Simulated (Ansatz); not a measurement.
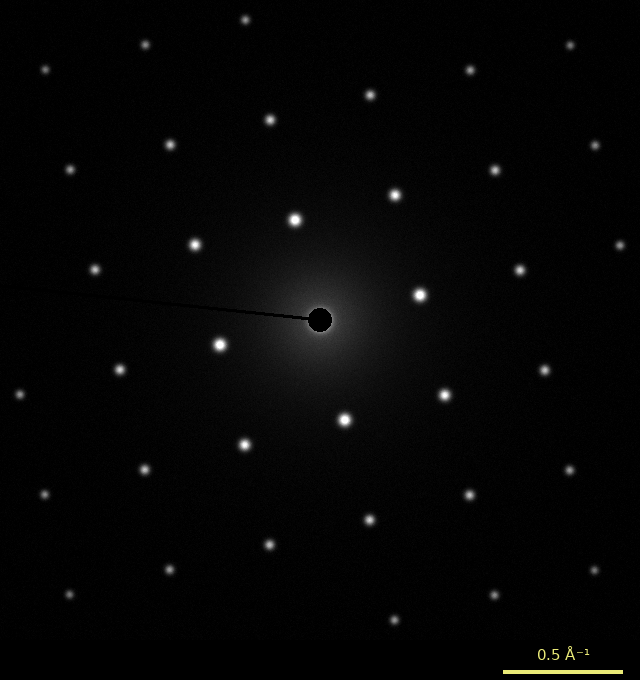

Computed electron diffraction pattern, 200 kV, single scattering only, B = 0.5 Å².

What net do the spots form, and what spacings does it show?

The spots form a square net with both shortest vectors at d = 2.30 Å, 90.0° apart.

What is the point symmetry of the pattern, intensities included?

4mm. A zero-layer kinematic pattern is always centrosymmetric (Friedel's law). A fourfold pattern needs a tetragonal or cubic crystal seen along a 4 or -4 axis.

What was simulated?

This cannot be fixed from one zone alone; the pattern is [001] of Ta, space group Im-3m (No. 229), a = 3.253 Å. The net vectors are 1 -1 0 and 1 1 0. Structure: the input geometry of an electronic-structure calculation (not necessarily at equilibrium).
